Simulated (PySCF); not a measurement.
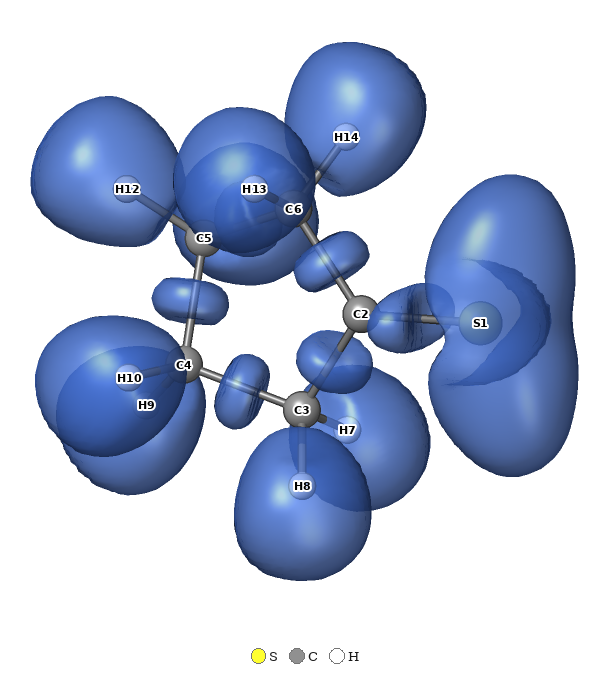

The picture shows: C5H8S. Isosurface of the electron localisation function at 0.8 (blue), seen at a tilt. Only the valence region is drawn (cores and ρ < 0.01 e/Å³ removed).

Geometry: GFN2-xTB.

These are results of PBE0/def2-SVPD, SCF density, gas phase (PySCF 2.14.0), not measurements.

```csv
atom,x (Å),y (Å),z (Å)
S,0.3808,2.6570,1.1538
C,0.1696,1.1845,0.5154
C,-1.1515,0.5206,0.2922
C,-0.8376,-0.6862,-0.5928
C,0.5847,-1.0716,-0.1801
C,1.2660,0.2772,0.0558
H,-1.5391,0.1965,1.2630
H,-1.8839,1.2059,-0.1345
H,-1.5467,-1.5004,-0.4552
H,-0.8532,-0.3895,-1.6430
H,0.5611,-1.6419,0.7502
H,1.0909,-1.6689,-0.9363
H,1.6690,0.6761,-0.8804
H,2.0891,0.2403,0.7697
```

Where are the electrons localised?

At this value the surface marks out five regions between bonded C–C atoms (shared pairs), one region between bonded C–S atoms (shared pairs), eight regions around hydrogen nuclei and one ring or bowl of non-bonding electrons around S.

Values along the shortest contacts:
C–C (1.50 Å): the ELF peaks at about 0.95 between the atoms: a covalent bond. C–S (1.62 Å): the ELF peaks at about 0.90 between the atoms, as expected for a covalent bond.
